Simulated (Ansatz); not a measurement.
# Fe wire along [110], 17 atoms a period: bands along the axis, part 2 of 2

Wanted: the relaxed geometry and the bands of the Fe wire along [110], 17 atoms a period.

Ansatz 0.2.0; DFT PBE, plane waves, PAW; relaxation of a wire's period; PAW set soft_1 (the session's first sound run).

So far: The structure; Relaxing the period.

## 2. Relaxing the period (continued)

Step by step:

```csv
step,energy less that of the first step (eV),largest force component (eV/Å),pressure (GPa),volume (Å³)
1,0.0000,1.5824,-2.08,738.24
2,-0.7931,0.6726,-0.73,725.23
3,-0.9688,0.4499,0.22,710.32
4,-1.0463,0.1254,-0.24,697.32
5,-1.0542,0.0541,-0.03,696.46
6,-1.0552,0.0187,-0.01,696.65
7*,-1.0392,0.0184,0.00,696.65
```

Relaxation steps marked * repeat the geometry before them on a plane-wave basis chosen anew for their cell, so energy and pressure can jump there.

Forces are held to the 8 operations that the run works with; a distortion that breaks them can't arise in this run.

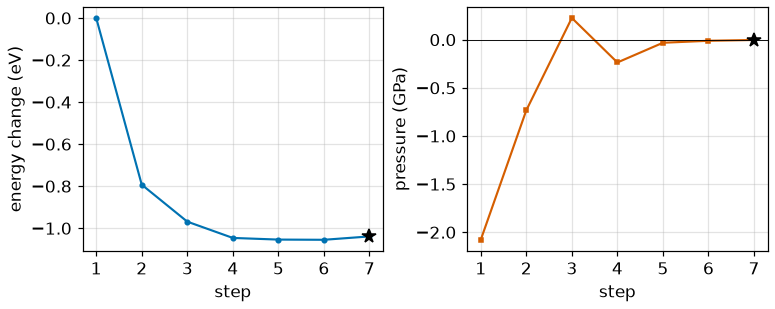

Energy and pressure along the relaxation. Stars mark steps on a basis chosen anew.

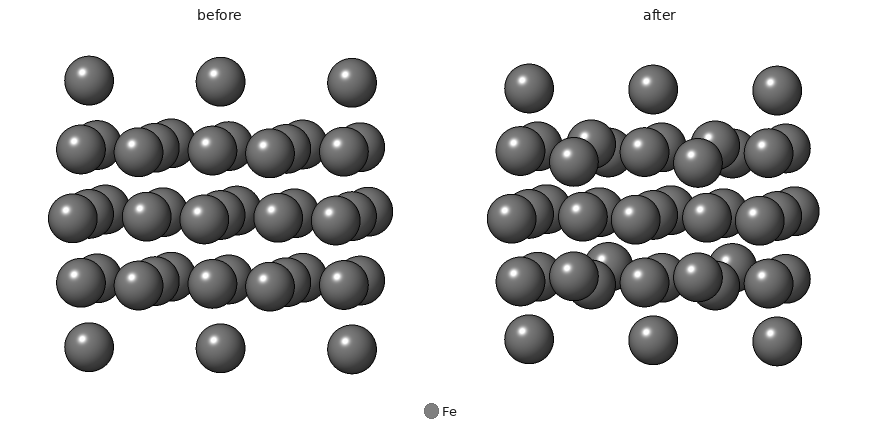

The structure before and after the relaxation, drawn at the same scale.

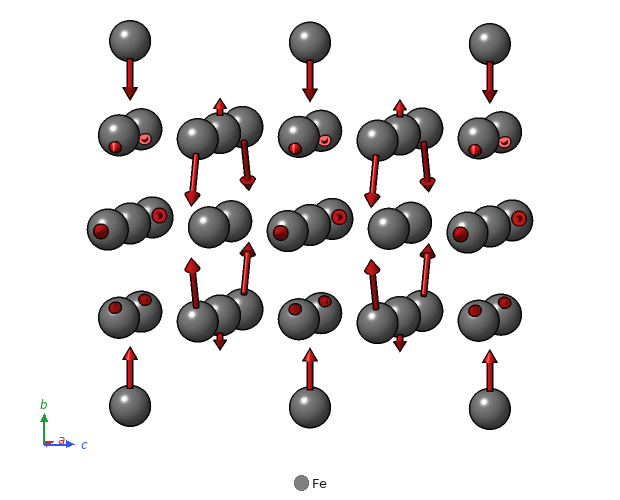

Displacements in the relaxation, exaggerated, measured against the changing cell; the longest in the cell stands for 0.33 Å. 1×1×2 cells are drawn. Some periodic images of atoms are drawn too.

```csv
cell as run,before,after,change
c (Å),4.002,3.777,-5.6 %
```

The atoms that moved most (Å, along periodic axes as changes of fractional coordinates times the final cell, across vacuum about the mean position):

```csv
atom,dx,dy,dz,length
Fe14,0.162,-0.283,0.000,0.326
Fe8,-0.162,-0.283,0.000,0.326
Fe13,0.162,0.283,0.000,0.326
Fe7,-0.162,0.283,0.000,0.326
Fe3,0.000,0.237,0.000,0.237
Fe16,0.000,-0.237,0.000,0.237
Fe6,0.203,0.000,0.000,0.203
Fe1,-0.203,0.000,0.000,0.203
```

The relaxed structure:

```cif
data_structure
_symmetry_space_group_name_H-M 'P 1'
_symmetry_Int_Tables_number 1
_cell_length_a 12.4600
_cell_length_b 14.8040
_cell_length_c 3.7767
_cell_angle_alpha 90.000
_cell_angle_beta 90.000
_cell_angle_gamma 90.000
_cell_volume 696.65
loop_
_atom_site_label
_atom_site_type_symbol
_atom_site_fract_x
_atom_site_fract_y
_atom_site_fract_z
_atom_site_occupancy
Fe1 Fe 0.25657 0.50002 0.00000 1
Fe2 Fe 0.37967 0.36777 0.00000 1
Fe3 Fe 0.50000 0.24569 0.00000 1
Fe4 Fe 0.50000 0.50002 0.00000 1
Fe5 Fe 0.62033 0.36777 0.00000 1
Fe6 Fe 0.74343 0.50002 0.00000 1
Fe7 Fe 0.25987 0.38394 0.50000 1
Fe8 Fe 0.25987 0.61609 0.50000 1
Fe9 Fe 0.38526 0.50002 0.50000 1
Fe10 Fe 0.50000 0.35793 0.50000 1
Fe11 Fe 0.50000 0.64210 0.50000 1
Fe12 Fe 0.61474 0.50002 0.50000 1
Fe13 Fe 0.74013 0.38394 0.50000 1
Fe14 Fe 0.74013 0.61609 0.50000 1
Fe15 Fe 0.37967 0.63226 0.00000 1
Fe16 Fe 0.50000 0.75434 0.00000 1
Fe17 Fe 0.62033 0.63226 0.00000 1
```

Numbers from this step:

| Property | Result |
| --- | --- |
| energy at zero smearing | -76151.1485 eV |
| total moment | 45.85 μB |
| absolute moment | 47.53 μB |
| cell length along the wire | 3.777 Å |

Site moment by atom:

```csv
atom,site moment (μB)
Fe1,2.78
Fe2,2.46
Fe3,2.92
Fe4,2.38
Fe5,2.46
Fe6,2.78
Fe7,2.79
Fe8,2.79
Fe9,2.26
Fe10,2.51
Fe11,2.51
Fe12,2.26
Fe13,2.79
Fe14,2.79
Fe15,2.46
Fe16,2.92
Fe17,2.46
```

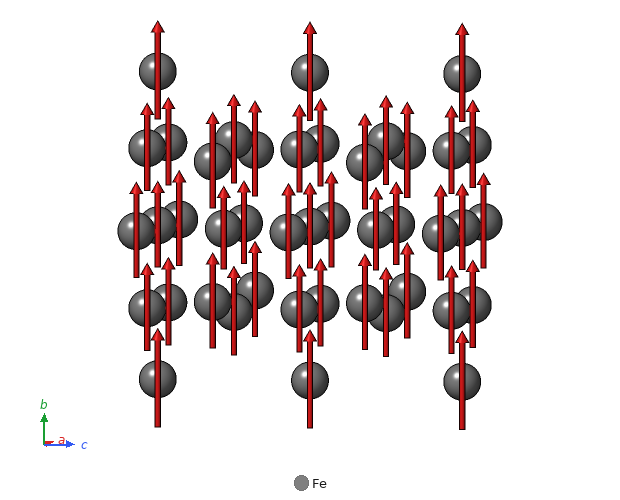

Site moment as arrows, the longest 2.92 μB. Up and down stand for the sign. Arrows give size and sign along the axis of quantisation, drawn up and down the page. 1×1×2 cells are drawn. Some periodic images of atoms are drawn too.

The cell's length comes to 3.777 Å with an absolute moment of 47.53 μB a cell.

## 3. Bands of the perfect wire

This step: DFT PBE, plane waves, PAW; bands of a perfect wire; PAW set soft_1 (Ansatz 0.2.0).

At the relaxed period the bands are computed along the axis; those that cross an energy going forward count the channels that a perfect wire would open there.

input.yaml reads:

```yaml
crystal:
  lattice:
    - [12.46, 0.0, 0.0]
    - [0.0, 14.804, 0.0]
    - [0.0, 0.0, 3.7767204757]
  atoms:
    - { symbol: Fe, position: [0.256568214, 0.500015157, 0.0], spin: 2.78 }
    - { symbol: Fe, position: [0.379668963, 0.36777036, 0.0], spin: 2.46 }
    - { symbol: Fe, position: [0.5, 0.245691433, 0.0], spin: 2.92 }
    - { symbol: Fe, position: [0.5, 0.500015157, 0.0], spin: 2.38 }
    - { symbol: Fe, position: [0.620331037, 0.36777036, 0.0], spin: 2.46 }
    - { symbol: Fe, position: [0.743431786, 0.500015157, 0.0], spin: 2.78 }
    - { symbol: Fe, position: [0.259866146, 0.383935605, 0.5], spin: 2.79 }
    - { symbol: Fe, position: [0.259866146, 0.616094709, 0.5], spin: 2.79 }
    - { symbol: Fe, position: [0.385262366, 0.500015157, 0.5], spin: 2.26 }
    - { symbol: Fe, position: [0.5, 0.357929088, 0.5], spin: 2.51 }
    - { symbol: Fe, position: [0.5, 0.642101226, 0.5], spin: 2.51 }
    - { symbol: Fe, position: [0.614737634, 0.500015157, 0.5], spin: 2.26 }
    - { symbol: Fe, position: [0.740133854, 0.383935605, 0.5], spin: 2.79 }
    - { symbol: Fe, position: [0.740133854, 0.616094709, 0.5], spin: 2.79 }
    - { symbol: Fe, position: [0.379668963, 0.632259954, 0.0], spin: 2.46 }
    - { symbol: Fe, position: [0.5, 0.754338881, 0.0], spin: 2.92 }
    - { symbol: Fe, position: [0.620331037, 0.632259954, 0.0], spin: 2.46 }
magnetization:
  spin_polarized: true
kpoints:
  mp_grid: { grid: [1, 1, 22] }
  band_path: { path: ["Γ", Z], npoints: 90 }
scf:
  occupations: { method: fermi_dirac, width: 0.05 }
hamiltonian:
  xc: pbe
  pseudopotentials: { kind: paw, azcp: { folder: soft_1 } }
output:
  dos: { e_range: [-5, 4] }
  write_potential: true
  write_density: true
  volumetric_format: npy
```

On the command line:

```
ansatz run input.yaml --threads 4 --pin off --max-ram 16384MiB --backend cpu --events-out ev --progress --plain --runs-dir out
```

Numbers of over 12 decimals in the logs are rounded to 6 here.

Log:

```text
[...]
Crystal: 17 atoms, lattice volume = 696.646 Å³
Basis set: ecut = 420 eV, 13609 PW (Γ)
Bands: 190, of which v1, the nominal top of the filled ones, is band 136 counted from 1 (135 counted from 0)
Symmetry: 8 space group operations
[...]
k-points: 12 of 22
[...]
Starting moments: Σ|m| = 44.32 μB on 17 of 17 sites
[...]
SCF iter   1: F=—  HF=-76147.079542 eV  |F-HF|=—  |Δ(HF+E_count)|=         —  Δρ=4.11e-2 (↑2.42e-2 ↓4.11e-2)  dr2=6.05e1  dr2_m=5.10e0  M=46.142 μB ∫|m|=46.525 μB  β_m=0.30  ethr=3.10e-3  ⟨swp⟩=8.4  Hψ=22161  notcnv=0  defer=262
[...]
SCF iter  14: F=-76151.203460 eV  HF=-76151.203460 eV  |F-HF|=6.07e-8  |Δ(HF+E_count)|=   5.69e-8  Δρ=2.08e-6 (↑1.02e-6 ↓2.08e-6)  dr2=7.90e-8  dr2_m=5.55e-9  M=45.843 μB ∫|m|=47.516 μB  ethr=3.59e-11  ⟨swp⟩=13.2  Hψ=22210  notcnv=0
SCF 1 converged in 14 iterations: F = -76151.203460 eV  dr2 = 7.90e-8
[...]
WARN: The output density's exchange-correlation potential varies sharply where the density is thin. Do not read a vacuum level from v_tot or v_xc, or from such a field of the output density. On a cell that repeats whose density bears no net charge and no dipole along the vacuum's axis use v_es (v_loc + v_h of the components); under efield.dipole_correction with no amplitude use v_es + v_field, which holds any externa [...]
NSCF: frozen V_eff on 91 k-points
SCF converged after 14 iterations
Magnetization: 45.8431 μB (158.9216 up, 113.0784 down)
Absolute magnetization: 47.5209 μB (∫|ρ↑−ρ↓|, with the PAW one-centre terms)
[...]
Per-site moments (μB) at R_I (Å): [(2.777184, 1.021902), (2.457671, 0.968642), (2.921926, 0.968642), (2.380948, 0.977002), (2.457671, 0.968642), (2.777184, 1.021902), (2.792119, 0.958053), (2.792119, 0.958053), (2.256907, 0.958053), (2.506431, 0.996433), (2.506431, 0.996433), (2.256907, 0.958053), (2.792119, 0.958053), (2.792119, 0.958053), (2.457671, 0.968642), (2.921926, 0.968642), (2.457671, 0.968642)]
Free energy (F): -76151.203460 eV
[...]
Internal energy: -76151.091309 eV  (E = F + TS)
E sigma→0 (E₀):  -76151.147384 eV
Entropy (-TS):   -0.112151 eV (-6.597 meV/atom)
Fermi energy:    2.518233 eV
[...]
--- Band table (eV; the first three rows and the last of 24) ---
  k-point 0 ↑: bands = [... 132 lower, 1.1667, 1.1704, 1.2303, 1.2566, 1.2684, 1.3138, 1.3908, 1.4618, ... 50 higher]
  k-point 1 ↑: bands = [... 132 lower, 1.1491, 1.1618, 1.2116, 1.2355, 1.2524, 1.3163, 1.4298, 1.4303, ... 50 higher]
  k-point 2 ↑: bands = [... 132 lower, 1.1425, 1.1590, 1.1617, 1.1874, 1.2405, 1.3235, 1.3657, 1.4457, ... 50 higher]
  k-point 11 ↓: bands = [... 132 lower, 3.6967, 3.7903, 3.8260, 3.8392, 3.8514, 3.8915, 3.9354, 3.9382, ... 50 higher]
```

Run time: 6.2 min. Hardware: 4 threads of Intel Xeon Platinum 8259CL at 2.50GHz (Skylake/Cascade Lake), shared host; peak memory 10 GiB; 24 min of CPU time.

This step gave:

- energy at zero smearing: -76151.1474 eV
- total moment: 45.84 μB
- absolute moment: 47.52 μB
- band gap: 0 eV

Between Γ and Z the bands cross the Fermi level 12 times, so a perfect wire would conduct at least 6 G₀, with an absolute moment of 47.52 μB a cell.

## 4. What came out

| Quantity | Value |
| --- | --- |
| cell length, PBE | 3.777 Å |
| absolute moment, PBE | 47.5 μB |
| ballistic conductance by band crossings, a lower bound, PBE | 6 G₀ |

Under PBE the cell's length is 3.78 Å, the absolute moment is 47.52 μB a cell, and the bands cross the Fermi level 12 times between Γ and Z, which gives a perfect wire at least 6 G₀ (opposite crossings within one step of the path cancel in such a count). In the perfect wire the moments were started parallel, and no opposed start was run. No search over magnetic orders was made; another may lie lower.

[Logs are printed without paths, hosts, clocks, repeated set-up lines and the standing remarks that a program may print on its own settings, such as how far it seeks lower states.]

[Hosts, paths, dates, database ids (printed as entryN), source tags and the programs' standing remarks are cut or masked in the printed files.]
